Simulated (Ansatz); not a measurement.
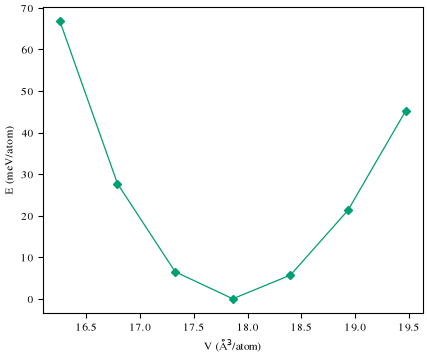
Figure: Pd (simple cubic, Pm-3m) under volume change, the program Ansatz at the PBE level (PAW), scaled uniformly.

What does a third-order Birch–Murnaghan fit give for V₀, B₀ and B′?

V₀ = 17.86 Å³/atom, B₀ = 121 GPa, B′ = 5.4.

The cell is a constructed one: a structure type filled with these elements; neither database checked (COD, Materials Project) lists it. It is not the phase usual at ambient conditions (space group No. 225). Symmetry was held in the PBE relaxation; whether a distortion lowers the energy is not shown. No spin polarisation was allowed.

Potentials: the later of the program's two PAW sets.
